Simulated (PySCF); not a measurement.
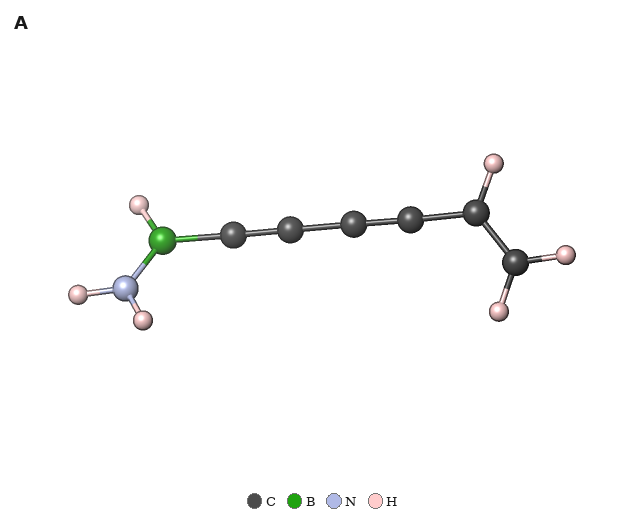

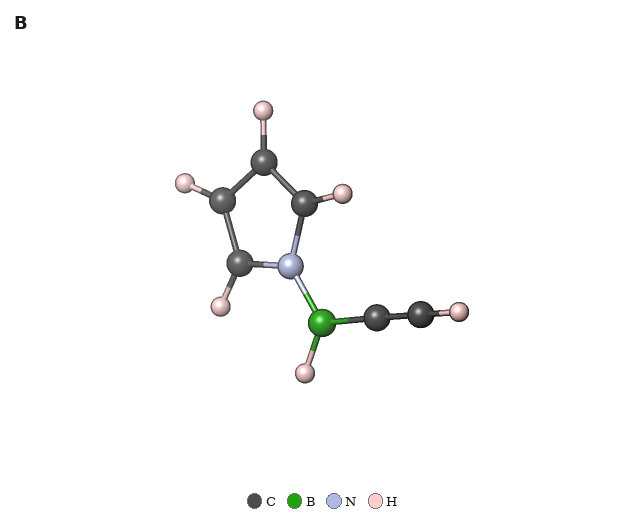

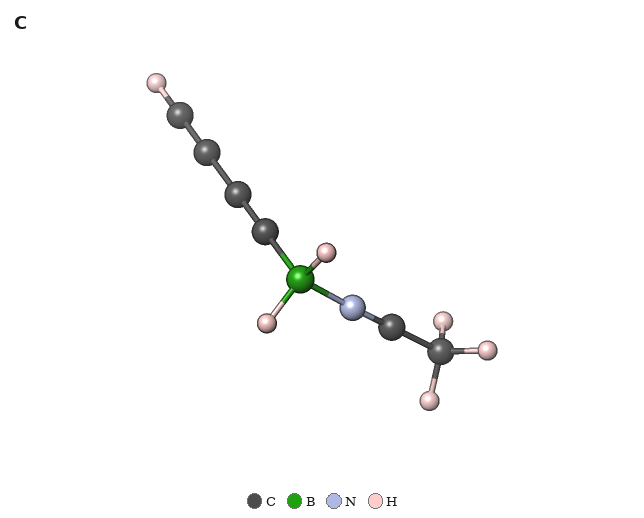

3 stationary structures of one formula. Geometries: GFN2-xTB. Electronic energies: ωB97X-D/def2-SVPD (PySCF 2.14.0), without zero-point energy. No frequency run is at hand to confirm each as a minimum. Each is one conformer, not always the lowest.

### Are they conformers, stereoisomers or constitutional isomers?

They are constitutional isomers of C6H6BN: A `C=CC#CC#CBN`, B `C#CBn1cccc1`, C `C#CC#C[BH2-][N+]#CC`.

### Which structure is the most stable?

B is lowest; A lies 125.1 kJ/mol above it, C lies 287.8 kJ/mol above it.

The geometry is semi-empirical. Around B such bond lengths and angles can be off by a tenth of an ångström or more and by several degrees, and values that hang on the shape move with them.
